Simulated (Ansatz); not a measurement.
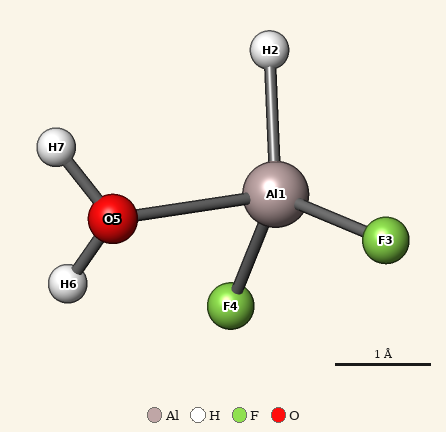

Figure 1. The starting structure (ball-and-stick view, seen at a tilt; atoms are numbered from 1 in the order of the input). Sticks mark near contacts.

# Nudged elastic band, with input and output: AlH₃OF₂

- system: AlH₃OF₂
- method: RKS B3LYP/def2-SVP (Ansatz 0.2.0)

It belongs to a series of runs on one base structure; here: band between the two ends. Figures and captions count atoms from 1; the log counts them from 0 in places.

**Output**
```
Engine: ansatz 0.2.0, aarch64-unknown-linux-gnu
Functional definition: B3LYP
  parameter a0 = 0.2
  parameter ax = 0.72
  parameter ac = 0.81
  exchange = (1 - a0 - ax)*slater_x + ax*b88_x + a0*exact_x
  correlation = (1 - ac)*vwn_rpa_c + ac*lyp_c
744 factors; integrals over basis functions are off by at most 3.8e-4 eV
mean field evaluation 1: about -14117.7110 eV, gradient 6.3e1 eV
mean field evaluation 2: about -14109.0205 eV, gradient 9.9e1 eV
mean field evaluation 4: about -14123.9644 eV, gradient 3.3e0 eV
mean field evaluation 8: about -14123.9945 eV, gradient 3.4e-2 eV
mean field -14123.99448717 eV, -519.0472238163 hartree, gradient 8.2e-6 eV, S^2 0.000000; 0 other end points of the search recorded, 0 dependent functions left out
the calculation of the forces begins
reference -14123.99471759 eV, -519.0472322841 hartree; 21, 21 occupied and 54, 54 virtual orbitals, 744 factors
746 factors; integrals over basis functions are off by at most 4.9e-4 eV
mean field evaluation 16: about -14115.5979 eV, gradient 7.1e1 eV
mean field -14123.93311926 eV, -519.0449685871 hartree, gradient 3.0e-5 eV, S^2 0.000000; 0 other end points of the search recorded, 0 dependent functions left out
[... from here on the field's lines of each further geometry are left out, up to the last ...]
NEB iter   1: max|band force component| = 4.395e0 eV/Å  barrier→ = 2.4103 eV  barrier← = 2.3489 eV  Δτ_max = 0.1993 Å  (169 SCF iters)
NEB iter   2: max|band force component| = 2.249e0 eV/Å  barrier→ = 1.2256 eV  barrier← = 1.1642 eV  Δτ_max = 0.2000 Å  (149 SCF iters)
NEB iter   3: max|band force component| = 6.958e0 eV/Å  barrier→ = 0.9988 eV  barrier← = 0.9375 eV  Δτ_max = 0.0975 Å  (140 SCF iters)
NEB iter   4: max|band force component| = 8.191e-1 eV/Å  barrier→ = 0.8678 eV  barrier← = 0.8065 eV  Δτ_max = 0.0959 Å  (133 SCF iters)
NEB iter   5: max|band force component| = 8.312e-1 eV/Å  barrier→ = 0.7914 eV  barrier← = 0.7301 eV  CI = image 3  Δτ_max = 0.1991 Å  (130 SCF iters)
NEB iter   6: max|band force component| = 1.339e0 eV/Å  barrier→ = 0.9760 eV  barrier← = 0.9146 eV  CI = image 3  Δτ_max = 0.0921 Å  (138 SCF iters)
NEB iter   7: max|band force component| = 2.978e-1 eV/Å  barrier→ = 0.8949 eV  barrier← = 0.8335 eV  CI = image 3  Δτ_max = 0.0589 Å  (134 SCF iters)
NEB iter   8: max|band force component| = 1.318e-1 eV/Å  barrier→ = 0.8889 eV  barrier← = 0.8275 eV  CI = image 3  Δτ_max = 0.0153 Å  (131 SCF iters)
NEB iter   9: max|band force component| = 8.361e-2 eV/Å  barrier→ = 0.8858 eV  barrier← = 0.8245 eV  CI = image 3  Δτ_max = 0.0983 Å  (132 SCF iters)
NEB iter  10: max|band force component| = 2.720e-1 eV/Å  barrier→ = 0.8850 eV  barrier← = 0.8236 eV  CI = image 3  Δτ_max = 0.0498 Å  (129 SCF iters)
NEB iter  11: max|band force component| = 5.857e-2 eV/Å  barrier→ = 0.8846 eV  barrier← = 0.8232 eV  CI = image 3  Δτ_max = 0.0860 Å  (131 SCF iters)
NEB iter  12: max|band force component| = 1.293e-1 eV/Å  barrier→ = 0.8842 eV  barrier← = 0.8228 eV  CI = image 3  Δτ_max = 0.0423 Å  (135 SCF iters)
NEB iter  13: max|band force component| = 5.192e-2 eV/Å  barrier→ = 0.8841 eV  barrier← = 0.8227 eV  CI = image 3  Δτ_max = 0.0123 Å  (124 SCF iters)
the calculation of the forces begins
reference -14123.89386433 eV, -519.0435259950 hartree; 21, 21 occupied and 54, 54 virtual orbitals, 746 factors
745 factors; integrals over basis functions are off by at most 1.3e-3 eV
mean field -14123.11050608 eV, -519.0147381103 hartree, gradient 1.3e-5 eV, S^2 0.000000; 1 other end points of the search recorded, 0 dependent functions left out
the calculation of the forces begins
reference -14123.11073440 eV, -519.0147465010 hartree; 21, 21 occupied and 54, 54 virtual orbitals, 745 factors
NEB iter  14: max|band force component| = 3.316e-2 eV/Å  barrier→ = 0.8840 eV  barrier← = 0.8226 eV  CI = image 3  Δτ_max = 0.0000 Å  (243 SCF iters)
```

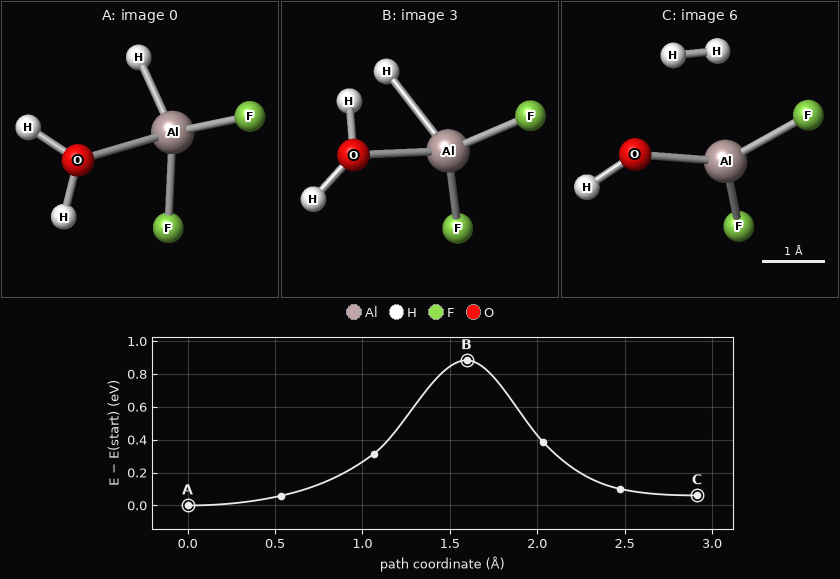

Figure 2. Images of the last band (counted from 0; ball-and-stick, seen at a tilt) above the energy along the path; the line is a cubic interpolation that uses the forces. The highest image is number 3, 0.884 eV above the start and 0.823 eV above the end (the climbing image); the end lies 0.061 eV above the start. The path is 2.91 Å long. The band converged in 14 iterations.

```
Total energy: -14123.11073440 eV, -519.0147465010 hartree
Atom 0 at     0.052293    -0.248003    -0.065652 Å, force     0.022266     0.000327     0.001229 eV/Å
Atom 1 at     0.005728    -0.047449     1.675170 Å, force    -0.003851    -0.016674    -0.008271 eV/Å
Atom 2 at     1.461615     0.317988    -0.729244 Å, force    -0.010279    -0.000422     0.001231 eV/Å
Atom 3 at    -1.400001     0.131131    -0.776378 Å, force    -0.001392    -0.003307     0.000351 eV/Å
Atom 4 at     0.115968    -1.946505     0.601745 Å, force    -0.011603     0.023352     0.005488 eV/Å
Atom 5 at    -0.557012    -2.635570     0.500791 Å, force    -0.001294    -0.006898    -0.000745 eV/Å
Atom 6 at    -0.007291    -1.096693     1.517568 Å, force     0.006153     0.003622     0.000718 eV/Å
Dipole moment:    -0.252807    -0.542654     0.382215 e Å
this run last wrote the band of iteration 14 to [file]
```

**The last band as extended XYZ (Å, eV, eV/Å)**
```
7
Properties=species:S:1:pos:R:3:forces:R:3 image=0 energy=-14123.99449
Al    0.0679    0.0282    0.1394    0.0031   0.0052   0.0183
H    -0.0404    0.7785    1.5209    0.0007   0.0051  -0.0051
F     1.4586    0.2110   -0.7682    0.0010   0.0004  -0.0023
F    -1.3367   -0.2702   -0.7455   -0.0018  -0.0029  -0.0040
O     0.1078   -1.8831    0.6854   -0.0032  -0.0075  -0.0037
H    -0.6752   -2.2799    0.2641   -0.0028  -0.0046  -0.0017
H     0.0894   -2.1096    1.6280    0.0030   0.0044  -0.0015
7
Properties=species:S:1:pos:R:3:forces:R:3 image=1 energy=-14123.93580
Al    0.0495    0.0052    0.0858    0.0011   0.0321   0.0297
H    -0.0012    0.5263    1.5784    0.0043   0.1515  -0.0156
F     1.4468    0.2299   -0.8012   -0.0079  -0.0268  -0.0100
F    -1.3725   -0.0588   -0.8006    0.0064  -0.0532   0.0107
O     0.1071   -1.8899    0.6745   -0.0100   0.0110   0.0112
H    -0.5643   -2.5116    0.3482   -0.0027   0.0467  -0.0730
H     0.0059   -1.8262    1.6389    0.0089  -0.1613   0.0471
7
Properties=species:S:1:pos:R:3:forces:R:3 image=2 energy=-14123.68084
Al    0.0503   -0.0664    0.0256    0.0076   0.2952   0.1440
H     0.0000    0.2072    1.6130    0.0012   0.3902  -0.0975
F     1.4633    0.2875   -0.7801   -0.0029  -0.0503  -0.0782
F    -1.3869    0.0672   -0.8137    0.0160  -0.0908  -0.0467
O     0.1195   -1.9236    0.6485    0.0016   0.0493   0.0723
H    -0.5604   -2.6003    0.4962   -0.0183   0.0538  -0.0170
H    -0.0144   -1.4966    1.5344   -0.0052  -0.6474   0.0230
7
Properties=species:S:1:pos:R:3:forces:R:3 image=3 energy=-14123.11051
Al    0.0523   -0.2480   -0.0657    0.0223   0.0003   0.0012
H     0.0057   -0.0474    1.6752   -0.0039  -0.0167  -0.0083
F     1.4616    0.3180   -0.7292   -0.0103  -0.0004   0.0012
F    -1.4000    0.1311   -0.7764   -0.0014  -0.0033   0.0004
O     0.1160   -1.9465    0.6017   -0.0116   0.0234   0.0055
H    -0.5570   -2.6356    0.5008   -0.0013  -0.0069  -0.0007
H    -0.0073   -1.0967    1.5176    0.0062   0.0036   0.0007
7
Properties=species:S:1:pos:R:3:forces:R:3 image=4 energy=-14123.60978
Al    0.0478   -0.4136   -0.1699    0.0109  -0.5002  -0.2970
H     0.0026   -0.0567    1.7818   -0.0090   0.0768   0.2614
F     1.4401    0.3413   -0.6527   -0.0515   0.0222   0.1456
F    -1.4001    0.1785   -0.7197    0.0025   0.0669   0.0993
O     0.1417   -2.0381    0.4096    0.0437  -0.2465  -0.4556
H    -0.5713   -2.6821    0.4131   -0.0377  -0.1208  -0.1536
H     0.0105   -0.8544    1.6619    0.0411   0.7017   0.3999
7
Properties=species:S:1:pos:R:3:forces:R:3 image=5 energy=-14123.89364
Al    0.0461   -0.5258   -0.2460   -0.0069  -0.0785  -0.0554
H     0.0028    0.0875    1.8656   -0.0017   0.0954   0.0432
F     1.4241    0.3274   -0.5779   -0.0040  -0.0183   0.0415
F    -1.4031    0.1755   -0.6440    0.0038  -0.0021   0.0402
O     0.1617   -2.1606    0.1977   -0.0067  -0.0539  -0.1100
H    -0.5919   -2.7487    0.2998    0.0041  -0.0505  -0.0566
H     0.0316   -0.6804    1.8289    0.0114   0.1079   0.0973
7
Properties=species:S:1:pos:R:3:forces:R:3 image=6 energy=-14123.93312
Al    0.0218   -0.5922   -0.2239   -0.0086   0.0045  -0.0064
H     0.1247    0.2551    1.8269    0.0023  -0.0054   0.0031
F     1.3994    0.2907   -0.4725    0.0061  -0.0010   0.0014
F    -1.4263    0.1316   -0.5840   -0.0026  -0.0012   0.0043
O     0.1364   -2.2434    0.1169   -0.0001  -0.0135   0.0082
H    -0.5855   -2.8774    0.1021    0.0055   0.0089  -0.0053
H     0.0008   -0.4895    1.9585   -0.0026   0.0078  -0.0053
```

The run was set up as follows.

**Input**
```yaml
crystal:
  periodic: [false, false, false]
  atoms:
    - { symbol: Al, position_ang: [0.067916, 0.028175, 0.139371] }
    - { symbol: H, position_ang: [-0.040431, 0.778545, 1.520864] }
    - { symbol: F, position_ang: [1.458566, 0.211028, -0.768248] }
    - { symbol: F, position_ang: [-1.336712, -0.270172, -0.745549] }
    - { symbol: O, position_ang: [0.107772, -1.883147, 0.685436] }
    - { symbol: H, position_ang: [-0.675211, -2.279899, 0.264098] }
    - { symbol: H, position_ang: [0.0894, -2.109631, 1.628029] }
basis:
  gaussian: { orbitals: def2-SVP }
hamiltonian:
  xc: b3lyp
neb:
  order_check: false
  images: 5
  f_tol: 0.05
  max_iterations: 60
  final_atoms:
    - { symbol: Al, position_ang: [0.02183329, -0.59218679, -0.22387868] }
    - { symbol: H, position_ang: [0.12473156, 0.25514237, 1.82685103] }
    - { symbol: F, position_ang: [1.39936564, 0.29068136, -0.4724673] }
    - { symbol: F, position_ang: [-1.4262761, 0.1316103, -0.58399294] }
    - { symbol: O, position_ang: [0.13636407, -2.24342822, 0.11688134] }
    - { symbol: H, position_ang: [-0.58550576, -2.87737442, 0.10213419] }
    - { symbol: H, position_ang: [0.00078729, -0.48954559, 1.95847337] }
  initial_path:
    images:
      - { positions_ang: [[0.067916, 0.028175, 0.139371], [-0.040431, 0.778545, 1.520864], [1.458566, 0.211028, -0.768248], [-1.336712, -0.270172, -0.745549], [0.107772, -1.883147, 0.685436], [-0.675211, -2.279899, 0.264098], [0.0894, -2.109631, 1.628029]] }
      - { positions_ang: [[0.04335995, 0.01848251, 0.09208975], [-0.02671636, 0.52061032, 1.64974533], [1.4573294, 0.14228783, -0.79631271], [-1.38183495, -0.18398328, -0.77786143], [0.10332931, -1.91224386, 0.67659537], [-0.60038934, -2.37323616, 0.19149701], [0.07622199, -1.73701835, 1.68824768]] }
      - { positions_ang: [[0.01880391, 0.00879002, 0.0448085], [-0.01300172, 0.26267564, 1.77862665], [1.45609279, 0.07354766, -0.82437742], [-1.42695791, -0.09779457, -0.81017386], [0.09888663, -1.94134073, 0.66775475], [-0.52556768, -2.46657333, 0.11889602], [0.06304399, -1.3644057, 1.74846636]] }
      - { positions_ang: [[-0.00575214, -0.00090247, -0.00247274], [0.00071293, 0.00474096, 1.90750798], [1.45485619, 0.0048075, -0.85244213], [-1.47208086, -0.01160585, -0.84248629], [0.09444394, -1.97043759, 0.65891412], [-0.45074603, -2.55991049, 0.04629503], [0.04986598, -0.99179305, 1.80868504]] }
      - { positions_ang: [[0.003443, -0.19799725, -0.07627472], [0.04205247, 0.0882081, 1.88062233], [1.43635934, 0.10009878, -0.72578386], [-1.45681261, 0.03613287, -0.75632184], [0.10841732, -2.06143447, 0.47823653], [-0.49566594, -2.6657318, 0.06490808], [0.03350642, -0.82437723, 1.85861448]] }
      - { positions_ang: [[0.01263815, -0.39509202, -0.1500767], [0.08339202, 0.17167523, 1.85373668], [1.41786249, 0.19539007, -0.59912558], [-1.44154435, 0.08387159, -0.67015739], [0.1223907, -2.15243135, 0.29755893], [-0.54058585, -2.77155311, 0.08352113], [0.01714685, -0.65696141, 1.90854393]] }
      - { positions_ang: [[0.02183329, -0.59218679, -0.22387868], [0.12473156, 0.25514237, 1.82685103], [1.39936564, 0.29068136, -0.4724673], [-1.4262761, 0.1316103, -0.58399294], [0.13636407, -2.24342822, 0.11688134], [-0.58550576, -2.87737442, 0.10213419], [0.00078729, -0.48954559, 1.95847337]] }
```

Command:
```bash
ansatz run input.yaml --threads 1 --pin off --max-ram 2048MiB --backend cpu --events-out ev --progress --plain --runs-dir out
```

**Summary**

```csv
quantity,value
outcome,converged
"barrier, forward",0.884 eV
"barrier, backward",0.823 eV
hardware,"1 thread of Arm Neoverse V2, 24 GiB of memory available, shared host"
wall time,2.6 min
peak memory,0.14 GiB
```

**Remarks**

The order of the saddle point was not checked.
